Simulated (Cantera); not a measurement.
Input: 1 mol Si3N4, 0.0039 mol O2, 270 mol H2, held at 0.0750 Torr.

These are equilibrium values from Cantera (NASA tables, ideal gas, pure condensed phases), not measurements of a reactor. Candidate condensed phases: H2O, Si, SiO2, Si2N2O, Si3N4; 35 gas species. Gases not in the tables: Si2H6 and higher silanes. Kinetics and transport are ignored.

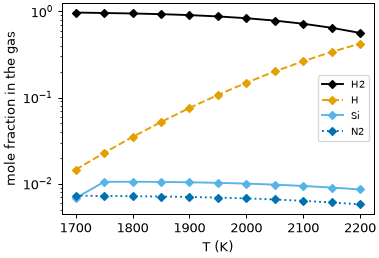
Equilibrium gas composition (values under 1e-9 drawn at 1e-9)

Problem. Read off the mole fractions at 1900 K.

Solution. H2 about 0.91, H about 0.076, Si about 0.010, N2 about 0.0070.
